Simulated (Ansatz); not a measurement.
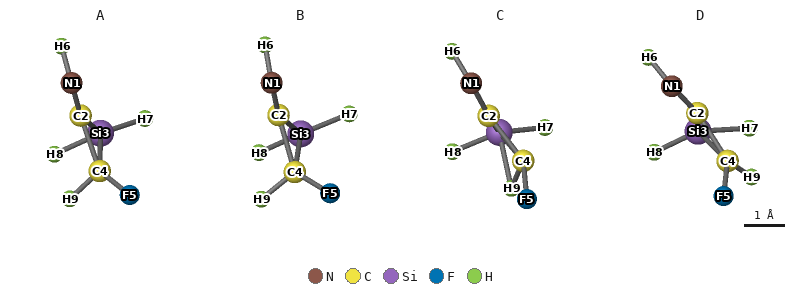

4 geometries from a converged minimum-energy path of C$_{2}$H$_{4}$FNSi, shuffled. The picture is a ball-and-stick view, seen from a free direction.

These are results of RKS B3LYP-D4/6-31G* in Ansatz, not measurements. Settings: 9 movable images; climbing image; force threshold 0.03 eV/Å; iteration limit 56; starting path by image-dependent pair potential.

> Which of them lies highest in energy?

C. In order along the path, whose images run from 0 to 10: B (image 1, +1.9 kcal/mol), A (image 2, +9.4 kcal/mol), C (image 5, +54.7 kcal/mol), D (image 7, +28.8 kcal/mol). The motion is a rotation about the C2–C4 bond. No bond forms or breaks between the ends. Bond angles that change up to the highest image, for instance: Si3–C4–H9 111.0° → 54.7°, Si3–C4–F5 128.2° → 153.3°.

The run took 7.5 min on 1 thread of Intel(R) Xeon(R) Platinum 8488C (Sapphire Rapids), on a shared host, peak memory 0.19 GiB.
